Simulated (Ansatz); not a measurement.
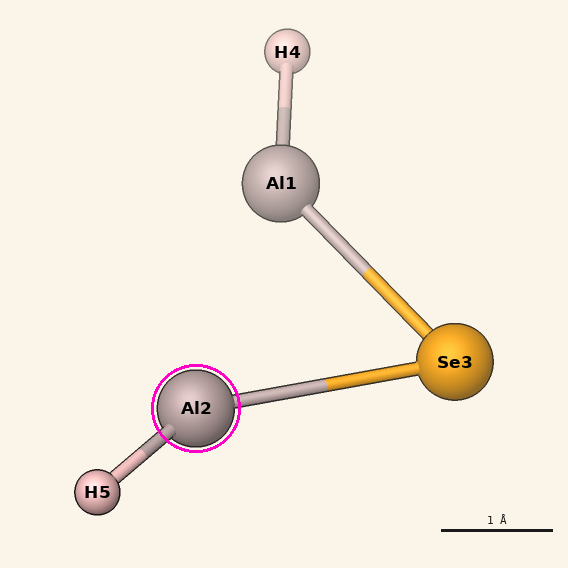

Figure made from data computed with Ansatz.

Orthographic view. Distant atoms are faded towards the background colour. Geometry: atoms displaced at random (about 0.13 Å) from a stationary point of GFN2-xTB.

### Which atoms are bonded to the circled atom?

The circled atom is Al2; it is bonded to Se3, H5.

### Which atom is nearest the viewer?

H5, 1.4 Å in front of the mean position.

### Which two atoms are farthest apart in space?

H4 and H5, 5.37 Å.

### Which atom is farthest from the viewer?

H4, 1.7 Å behind the mean position.
